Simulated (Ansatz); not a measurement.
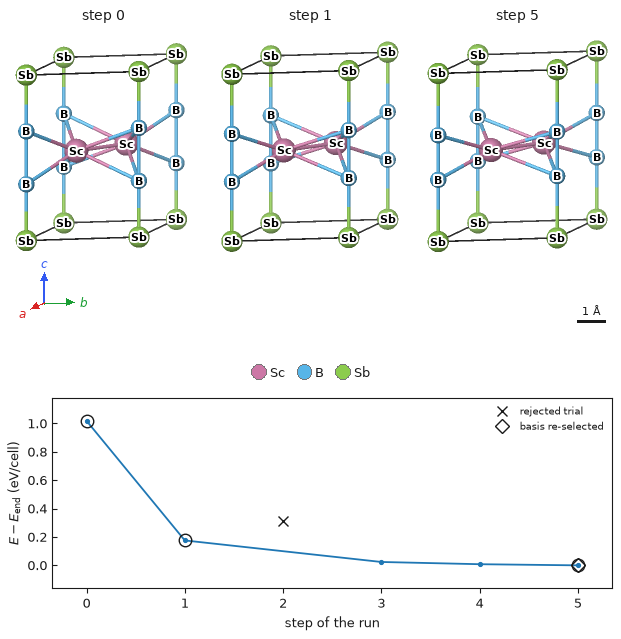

Frames of a relaxation of solid Sc₂B₂Sb (a generated structure, set up in P6/mmm) (coarse preliminary run), marked on the history of the run. A ball-and-stick model of the cell of the calculation, seen slightly off an axis.

Theory: DFT PBE, scalar-relativistic, plane waves, PAW in Ansatz. Set-up: plane-wave cutoff 420 eV; k-point mesh 6 × 6 × 4; occupations gaussian; smearing width 0.1 eV; no spin polarisation; cell and atoms relaxed; force threshold 0.04 eV/Å; at most 70 steps.

What happens along the run?

Answer. The largest moves relative to the cell, 0.17 Å, are those of B atoms. Sc and Sb stay in place. The volume changes by +13.3 %, with a = b 4.116 → 4.347 Å (+5.6 %), c 6.024 → 6.120 Å (+1.6 %). Among the contacts that change: B–B 1.928 → 1.619 Å, B–Sb 2.048 → 2.251 Å, Sc–Sc 2.376 → 2.510 Å, B–Sc 2.564 → 2.637 Å. The space group stays P6/mmm (No. 191). Over 3 accepted moves (5 points after the start) the energy falls by 1.019 eV per cell of the calculation. Largest force component: 3.8 eV/Å at the start, 0.03 eV/Å at the end. The pressure goes from 8.92 to 0.06 GPa. The line search rejected the trial step at point 2 of the run. The SCF was repeated once at an unchanged geometry on a basis and grid sized afresh for the cell, which shifted the energy by 8.1 meV per cell of the calculation at most. From step 0 to 1: B atoms move most (0.10 Å), volume +8.7 %, energy −0.843 eV per cell of the calculation. From step 1 to 5: B atoms move most (0.07 Å), volume +4.3 %, energy −0.176 eV per cell of the calculation.

```
step  E − E(0), meV/atom  largest force component, eV/Å  pressure, GPa  volume, Å³/atom                      note
   0                0.00                         3.8486           8.92           17.677                          
   1             -168.58                         1.9616           1.74           19.209                          
   2             -141.50                         4.1135           4.06           19.482                  rejected
   3             -198.94                         0.6849           0.45           19.773                          
   4             -202.09                         0.0291           0.00           20.029                          
   5             -203.70                         0.0299           0.06           20.029  same geometry, new basis
```
